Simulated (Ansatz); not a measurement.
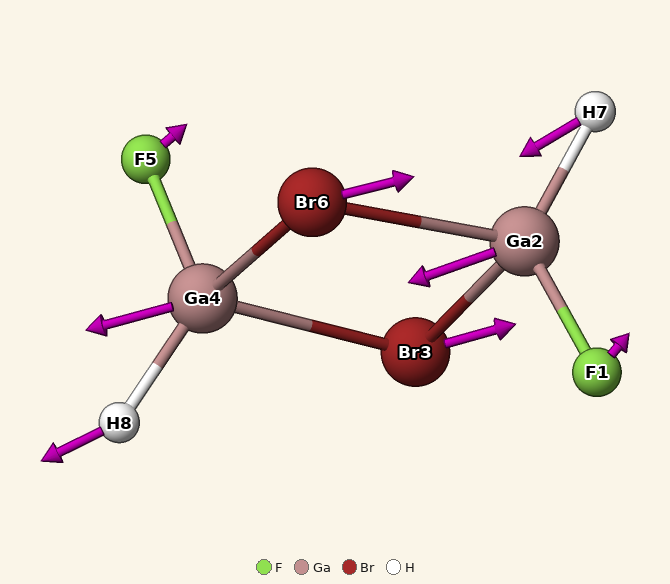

The arrows show one normal mode. Harmonic vibrations computed with RKS PBE0-D4/def2-TZVP (Ansatz 0.2.0) at a stationary point of the same level.

At what wavenumber does it lie?

Answer. 215 cm⁻¹; it is mode 8 of 18 counted from the lowest.
